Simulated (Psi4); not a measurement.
# HNO2 (nitrous acid): MP2/CBS (density fitting, density fitting for correlation, extrapolation mp2/aug-cc-pv[tq]z)

What is the energy change on altering one bond length of HNO2 (nitrous acid) at MP2/CBS (density fitting, density fitting for correlation, extrapolation mp2/aug-cc-pv[tq]z)? 

The results are computed with Psi4 1.11.

## Step 1: The molecule

HNO2 has 4 atoms, charge 0, and is taken as a singlet. As SMILES, `O=NO`. Geometry: relaxed at GFN2-xTB.

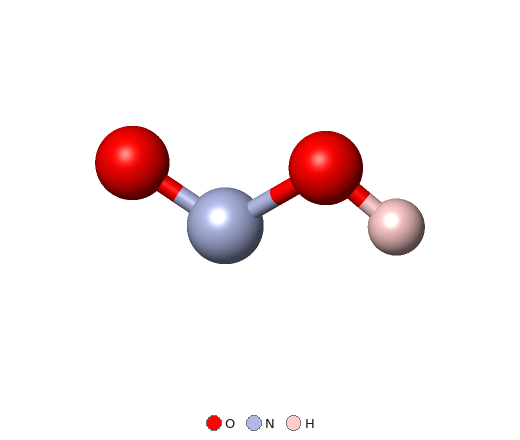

Viewed from a chosen angle; oxygen red, nitrogen light blue, hydrogen pink.

## Step 2: A single-point energy at MP2/CBS (density fitting, density fitting for correlation, extrapolation mp2/aug-cc-pv[tq]z)

input.inp reads:

```
memory 1600 mb

molecule {
  0 1
  O      0.424700     0.045690     1.471310
  N      0.319310    -0.411420     0.387280
  O     -0.357270     0.415910    -0.505360
  H     -0.386730    -0.050180    -1.353230
  no_reorient
  no_com
}

set freeze_core true

result, w = energy('mp2/aug-cc-pv[tq]z', return_wfn=True)
print_variables()
```

Launch:

```console
$ psi4 -n 1 input.inp input.out
```

input.out, shortened:

```text
[...]
  Running in c1 symmetry.
[...]
  Nuclear repulsion =   69.815417064955625
[...]
  Multiplicity = 1
[...]
  Nalpha       = 12
  Nbeta        = 12
[...]
    Number of basis functions: 286
[...]
   @DF-RHF iter   1:  -204.64534692173862   -7.49011e-01   1.71765e-03 DIIS/ADIIS
[...]
   @DF-RHF iter  13:  -204.72455163932685   -1.03455e-11   3.21454e-09 DIIS
[...]
    Orbital Energies [Eh]
    ---------------------
    Doubly Occupied:
       1A    -20.658659     2A    -20.648276     3A    -15.794262
       4A     -1.599318     5A     -1.414280     6A     -0.953650
       7A     -0.790707     8A     -0.730770     9A     -0.684163
      10A     -0.621485    11A     -0.529015    12A     -0.457743
[...]
  @DF-RHF Final Energy:  -204.72455163932685
   => Energetics <=
    Nuclear Repulsion Energy =             69.8154170649556249
    One-Electron Energy =                -419.3152812463891905
    Two-Electron Energy =                 144.7753125421067182
    Total Energy =                       -204.7245516393268474
[...]
 Multipole Moments:
 ------------------------------------------------------------------------------------
     Multipole            Electronic (a.u.)      Nuclear  (a.u.)        Total (a.u.)
 ------------------------------------------------------------------------------------
 L = 1.  Multiply by 2.5417464519 to convert [e a0] to [Debye]
 Dipole X            :         -4.6162193            4.5124392           -0.1037801
 Dipole Y            :         -1.7935604            1.4412563           -0.3523041
 Dipole Z            :        -18.0779825           17.1687855           -0.9091970
 Magnitude           :                                                    0.9805752
[...]
```

Run time: 8.1 s. Hardware: 1 thread of INTEL XEON PLATINUM 8581C at 2.30GHz (Emerald Rapids), shared host; peak memory 0.65 GiB.

## Step 3: The distorted shape at the same level

hno2.in reads:

```
memory 1600 MB

molecule {
  O      2.72035902    -2.25875751     5.31059528
  N      2.52120079    -3.12257022     3.26207547
  O     -0.67514245     0.78595599    -0.95499199
  H     -0.73081378    -0.09482646    -2.55723408
  units bohr
  no_reorient
  no_com
}

set globals {
  reference   rhf
  freeze_core true
}

e_tot, wfn = energy("mp2/aug-cc-pv[tq]z", return_wfn=True)
print_variables()
```

Launch:

```console
$ psi4 -i hno2.in -o hno2.out -n 1
```

hno2.out, shortened:

```text
[...]
  Running in c1 symmetry.
[...]
  Nuclear repulsion =   48.091926743359402
[...]
  Multiplicity = 1
[...]
  Nalpha       = 12
  Nbeta        = 12
[...]
    Number of basis functions: 286
[...]
   @DF-RHF iter   1:  -204.20362062935092   -1.11579e+00   2.77227e-03 DIIS/ADIIS
[...]
   @DF-RHF iter  20:  -204.49985250318747   -1.29319e-11   6.33641e-09 DIIS
[...]
    Orbital Energies [Eh]
    ---------------------
    Doubly Occupied:
       1A    -20.889705     2A    -20.493403     3A    -15.958218
       4A     -1.736710     5A     -1.180485     6A     -1.083367
       7A     -0.831694     8A     -0.811248     9A     -0.792464
      10A     -0.531571    11A     -0.402542    12A     -0.292491
[...]
  @DF-RHF Final Energy:  -204.49985250318747
   => Energetics <=
    Nuclear Repulsion Energy =             48.0919267433594015
    One-Electron Energy =                -375.1757621367785305
    Two-Electron Energy =                 122.5839828902316384
    Total Energy =                       -204.4998525031874692
[...]
 Multipole Moments:
 ------------------------------------------------------------------------------------
     Multipole            Electronic (a.u.)      Nuclear  (a.u.)        Total (a.u.)
 ------------------------------------------------------------------------------------
 L = 1.  Multiply by 2.5417464519 to convert [e a0] to [Debye]
 Dipole X            :        -31.7358603           33.2793243            1.5434640
 Dipole Y            :         31.7418140          -33.7352302           -1.9934162
 Dipole Z            :        -53.2563958           55.1221205            1.8657247
 Magnitude           :                                                    3.1363861
[...]
```

It took 8.4 s on 1 thread of INTEL XEON PLATINUM 8581C at 2.30GHz (Emerald Rapids), shared host; peak memory 0.61 GiB.

## Step 4: Results

Level: MP2/CBS (density fitting, density fitting for correlation, extrapolation mp2/aug-cc-pv[tq]z).

| quantity | value |
| --- | --- |
| first shape: total energy | -205.50837 Eh |
| first shape: correlation energy | -770.2 mEh |
| distorted shape: total energy | -205.41864 Eh |
| distorted shape: correlation energy | -905.7 mEh |
| energy change with the N2–O3 bond stretched from 1.392 to 3.481 Å | 2.442 eV |

What this shows: One bond (distorted shape) is far stretched, which a spin-restricted single reference describes badly; perturbation theory on it can break down and give far too much correlation. With the N2–O3 bond stretched from 1.392 to 3.481 Å the energy rises by 2.44 eV (236 kJ/mol). The first shape isn't relaxed at this level, so the change isn't measured from a minimum. A restricted reference can't describe the breaking bond well at this length.
